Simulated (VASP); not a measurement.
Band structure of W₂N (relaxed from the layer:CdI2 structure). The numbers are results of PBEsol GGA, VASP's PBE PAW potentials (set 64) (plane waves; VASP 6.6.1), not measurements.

The cell holds a wide vacuum, so values per volume refer to the whole cell. Unless said otherwise, spin-orbit coupling is left out, though it shifts the bands of the heavy elements here.

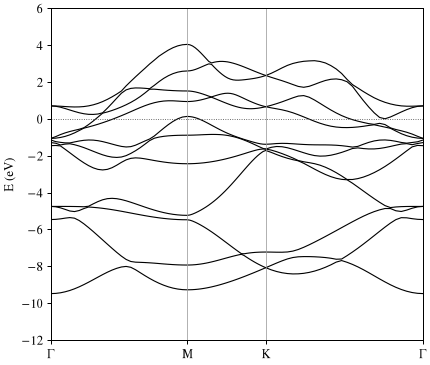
*Bands along high-symmetry lines, zero at the valence-band maximum or, without a gap, the Fermi level*

Q: Read the plot: is there a gap, and where are the band edges?

A: It has no gap at this level: it comes out as a metal or semimetal. (Edges off the drawn lines would not show.)

The cell is a sheet with vacuum, built from a generated structure.
